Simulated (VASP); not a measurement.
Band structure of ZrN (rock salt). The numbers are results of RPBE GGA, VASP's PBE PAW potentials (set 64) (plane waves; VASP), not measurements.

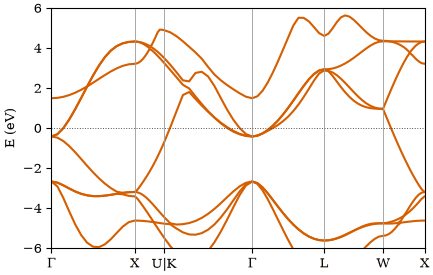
Bands along high-symmetry lines, zero at the valence-band maximum or, without a gap, the Fermi level

Task: Read the plot: is there a gap, and where are the band edges?

Result: It has no gap at this level: it comes out as a metal or semimetal. (Edges off the drawn lines would not show.)

The compound is ZrN in the rock salt structure. It was relaxed first. The electron count is odd and the run is not spin-polarised, which forces a metal.
